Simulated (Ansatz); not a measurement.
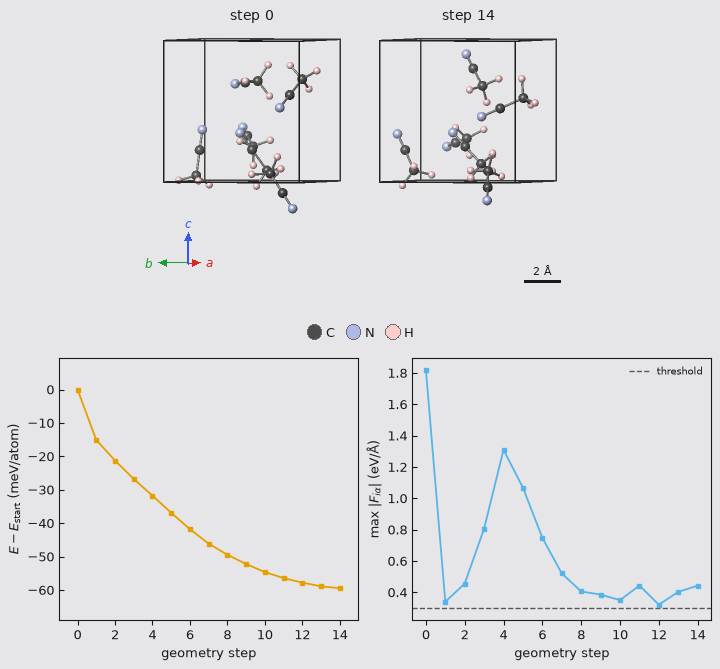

First and last geometry of a relaxation of an amorphous cell of composition H3C2N, with the history of the run. A ball-and-stick model of the cell of the calculation, seen from a free direction.

The cell holds 6 CH3CN. The run prepares the start of a later molecular dynamics calculation, from a guessed geometry.

Level of theory: DFT PBE-D3(BJ), scalar-relativistic, plane waves, PAW (Ansatz 0.2.0). Set-up: plane-wave cutoff 420 eV; k-point mesh 1 × 1 × 1; occupations fermi dirac; smearing width 0.05 eV; no spin polarisation; atoms relaxed in a fixed cell; force threshold 0.3 eV/Å; at most 15 steps.

### Did the run converge, and what did it change?

The relaxation stopped without meeting its thresholds, so the last structure isn't shown to be converged. It used up its limit of 15 steps. After 14 geometry steps the energy has fallen by 59.4 meV per atom. The largest force component goes from 1.8 to 0.44 eV/Å. The largest move is that of an H atom, 2.16 Å along [−2 −1 −3]. Largest moves by element: H 2.16 Å, N 1.92 Å, C 1.40 Å. The cell doesn't change. Some distances before and after: C–H 1.092 → 1.107 Å, C–N 1.178 → 1.163 Å, C–C 1.461 → 1.447 Å. Among the angles between lasting bonds that change: H–C–H 108.8° → 111.3°, C–C–N 180.0° → 177.6°.

| step | E − E(0), meV/atom | largest force component, eV/Å |
| --- | --- | --- |
| 0 | 0.00 | 1.8212 |
| 1 | -15.07 | 0.3406 |
| 2 | -21.25 | 0.4560 |
| 3 | -26.77 | 0.8075 |
| 4 | -31.76 | 1.3098 |
| 5 | -36.86 | 1.0679 |
| 6 | -41.78 | 0.7484 |
| 7 | -46.11 | 0.5208 |
| 8 | -49.44 | 0.4058 |
| 9 | -52.21 | 0.3860 |
| 10 | -54.62 | 0.3505 |
| 11 | -56.42 | 0.4437 |
| 12 | -57.77 | 0.3216 |
| 13 | -58.89 | 0.4030 |
| 14 | -59.44 | 0.4432 |

Limits of the set-up: the periodic images lie only 8.1 Å apart, so the values are limited by the cell's size.
